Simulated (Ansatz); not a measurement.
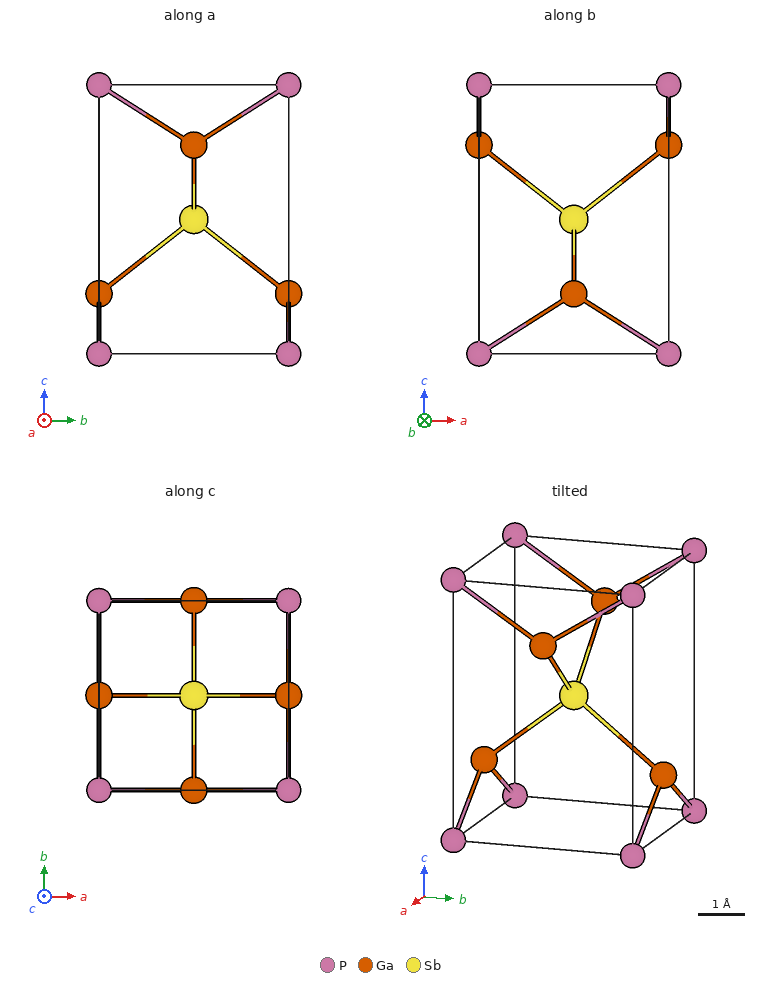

View along the a axis, along the b axis, along the c axis and slightly off an axis, drawn as a ball-and-stick model. The lines enclose the conventional unit cell; boundary atoms appear with their images.

Lattice parameters: a = 4.1399 Å, b = 4.1399 Å, c = 5.8740 Å, α = 90.000°, β = 90.000°, γ = 90.000°.

Q: Write the structure as a CIF in P1 with every atom of the cell, with free fractional coordinates to two decimals.

A:
```cif
data_structure
_symmetry_space_group_name_H-M 'P 1'
_symmetry_Int_Tables_number 1
_cell_length_a 4.1399
_cell_length_b 4.1399
_cell_length_c 5.8740
_cell_angle_alpha 90.000
_cell_angle_beta 90.000
_cell_angle_gamma 90.000
_cell_volume 100.67
loop_
_atom_site_label
_atom_site_type_symbol
_atom_site_fract_x
_atom_site_fract_y
_atom_site_fract_z
_atom_site_occupancy
P1 P 0.00 0.00 0.00 1
Ga1 Ga 0.00 0.50 0.78 1
Sb1 Sb 0.50 0.50 0.50 1
Ga2 Ga 0.50 0.00 0.22 1
```

The initial geometry was a structure type filled with these elements by a generator (whether the compound takes this form wasn't checked). What is shown is the relaxed result from DFT, PBE, plane waves, PAW (Ansatz 0.2.0).
